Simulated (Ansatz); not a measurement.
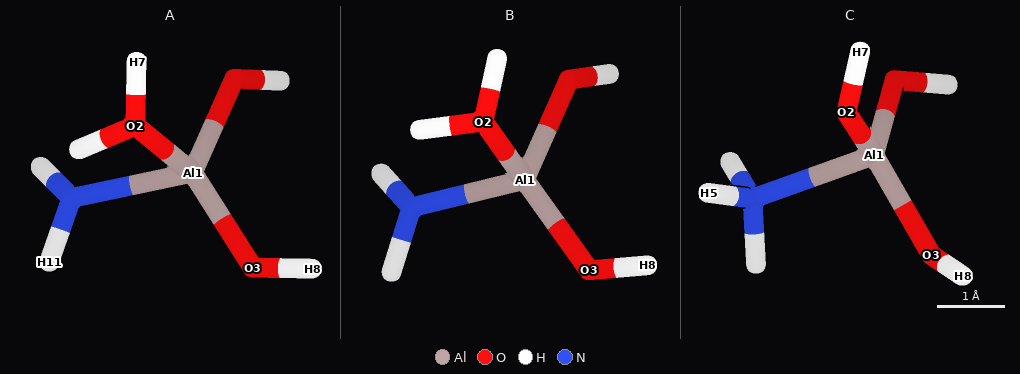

Three geometries of AlNH₆O₃: a saddle point and the two minima that it joins, in shuffled order. The picture is a stick view, seen face on. Sticks join atoms that are closer than about 1.2 times the sum of their covalent radii (a little more with hydrogen).

Stationary points at PBE0-D4/def2-TZVP, single-point energies with CCSD(T)/CBS, B3LYP-D4, CAM-B3LYP-D4, B2PLYP, CCSD(T), BLYP-D4 (def2-TZVPP where no basis is named; Ansatz 0.2.0). The energies are electronic, without zero-point or thermal terms, and both ends are the minima reached downhill from the saddle, with any fragments still in contact. CCSD(T)/CBS stands for a frozen-core estimate: MP2 correlation extrapolated from def2-TZVPP and def2-QZVPP, CCSD(T) minus MP2 from the smaller set.

Identify the saddle point and describe the reaction.

Frame A is the saddle point. From C over the saddle to B, a bond forms: H–O (2.75 → 1.13 → 0.97 Å). A bond breaks: H–N (1.01 → 1.45 → 2.30 Å). Bonds that stay but change much: Al–O (1.72 → 1.90 → 1.98 Å). The saddle has one imaginary mode, 746i cm⁻¹. With CCSD(T)/CBS the barrier is 26.8 kcal/mol from C and 5.1 kcal/mol from B, and B lies 21.7 kcal/mol above C.

```
       level  barrier from C (kcal/mol)  barrier from B (kcal/mol)  B less C (kcal/mol)
 CCSD(T)/CBS                       26.8                        5.1                 21.7
    B3LYP-D4                       25.3                        3.4                 21.9
CAM-B3LYP-D4                       25.5                        3.6                 21.9
      B2PLYP                       25.9                        3.9                 22.0
     CCSD(T)                       26.3                        4.6                 21.8
     BLYP-D4                       23.7                        2.2                 21.4
```

Against CCSD(T)/CBS, CCSD(T) comes closest on the barrier from C (−0.4 kcal/mol) and BLYP-D4 misses most (−3.1 kcal/mol).
